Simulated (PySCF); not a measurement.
```xyz
16

C    -2.3153   -0.0674   -0.7406
C    -1.6613   -0.9787    0.1564
F    -0.6174   -1.6735   -0.4525
Si   -0.8112    0.0191    1.6436
Si    0.9742    1.1081    0.6274
Si    2.7064   -0.1610   -0.2985
Cl    1.7592    2.3529    2.0720
H    -3.3058    0.2707   -0.5179
H    -1.7742    0.3760   -1.5518
H    -2.3266   -1.7319    0.5833
H    -1.9362    0.7579    2.2339
H    -0.4366   -0.9887    2.6490
H     0.4286    2.0665   -0.3542
H     2.2547   -1.5224   -0.5701
H     3.8624   -0.2340    0.6016
H     3.1916    0.4153   -1.5580
```

Geometry: GFN2-xTB.

Computed with PySCF, UKS B3LYP, pcH-1 on C Cl F H Si, non-relativistic, mean-field spin-orbit, GIAO.

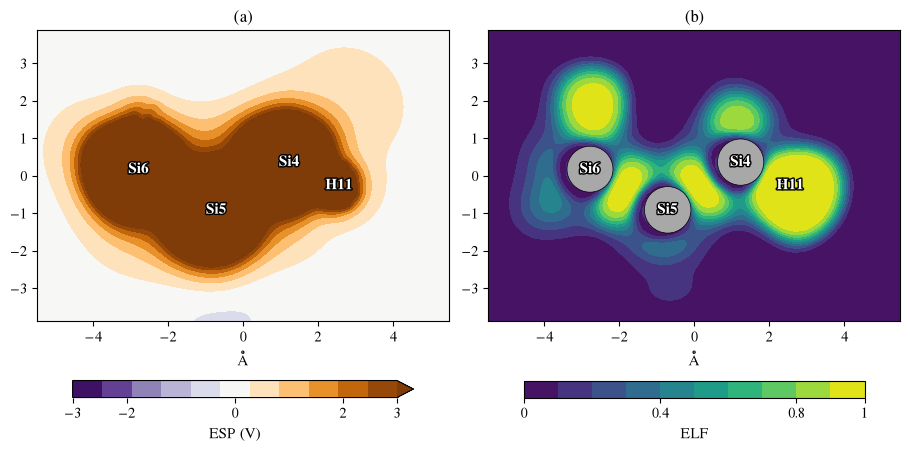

C2H9ClFSi3 (doublet). (a) molecular electrostatic potential; (b) electron localisation function on the plane of atoms Si5, Si4 and H11. Grey discs cover the atomic cores in the ELF map.

> Interpret the plot.

Atoms in the plane: Si and H. Si–Si (2.33 Å): the ELF peaks at about 1 between the atoms, as expected for a shared electron pair. Si–H (1.47 Å): the ELF climbs to about 1 towards the hydrogen, as it does in any bond to H (a covalent bond by its length). Outside the dense part of the molecule the potential is most negative (−0.3 V) near Cl7, which lies off the plane.
